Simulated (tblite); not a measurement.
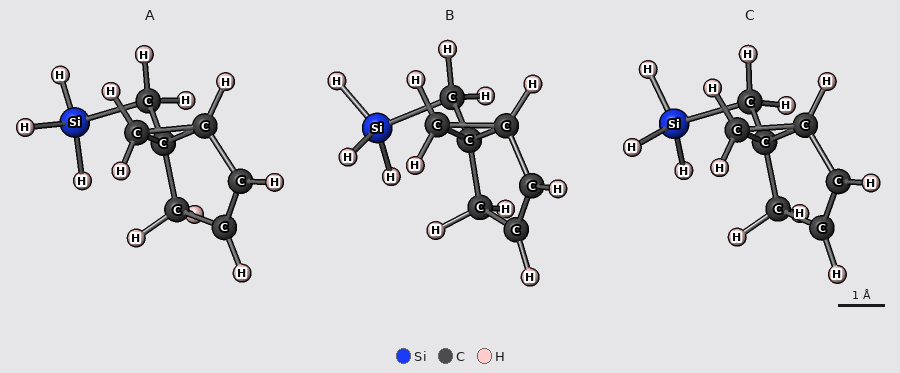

3 geometries from one relaxation of C7H12Si, in shuffled order. A ball-and-stick model, seen from a free direction.

All numbers below come from GFN2-xTB geometry optimisation, gas phase (tblite). 

Put them in the order of the run, from the start to the converged end.

Answer. B, C, A. They are steps 0, 29, 93, at +11.7 kcal/mol, +0.72 kcal/mol relative to the last. An H atom moves most after the best rigid fit: 0.90 Å. Largest moves by element: H 0.90 Å, C 0.23 Å, Si 0.22 Å. Some distances before and after: C–C 1.474 → 1.516 Å, C–C 1.538 → 1.496 Å, C–H 1.116 → 1.080 Å, C–C 1.506 → 1.478 Å. Bond angles that change, for instance: C–C–C 111.6° → 120.3°, Si–C–C 104.4° → 112.8°, H–Si–H 116.6° → 109.3°. Groups turn about C–Si by about 20°. The energy falls by 11.7 kcal/mol in 93 geometry steps.
